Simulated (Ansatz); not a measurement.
**HgTe: Li interstitial (started 2.66 Å from the nearest host atom), symmetric start**

The reference is a 24-atom supercell of HgTe in the zinc blende structure (space group F-43m, No. 216; a = 6.510 Å) at its relaxed geometry.

It is then changed as follows: one Li atom is added in an open site, starting 2.66 Å from the nearest host atom, atoms relaxed at fixed cell.

All numbers come from PBEsol in Ansatz (plane waves to 420 eV, PAW, spin-orbit coupling left out). k-mesh 3×2×3 (Γ-centred); smearing 0.05 eV (Fermi–Dirac).

The pressure goes from zero to 0.8 GPa and the largest displacement of a host atom from its site in the perfect cell is 0.22 Å. The final site of the added atom amounts to 4 Te at 2.82–2.85 Å (tetrahedral).

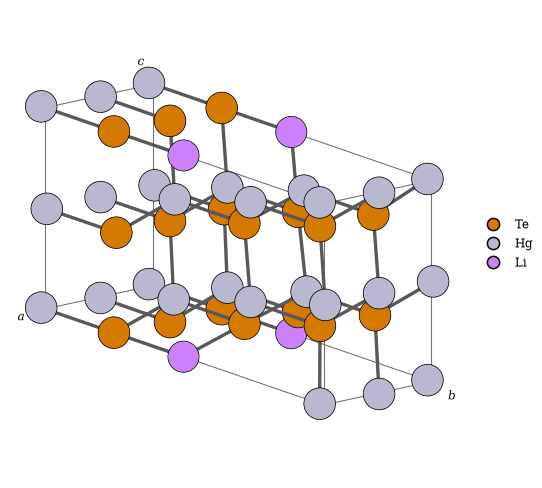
Figure: The relaxed cell after the change

Cost of the whole job for the changed cell (relaxation, final SCF and bands): roughly 40 core-minutes.

In so small a cell the defect repeats every few ångströms: this is an ordered compound, not a dilute defect. A case with no gap was solved on a k-mesh chosen for an insulator, which is coarse for it. The defect started on the symmetric site and kept its symmetry, so it may sit on a saddle. The final runs are not spin-polarised. The defect cell is not spin-polarised.

Ansatz is a first-principles code.
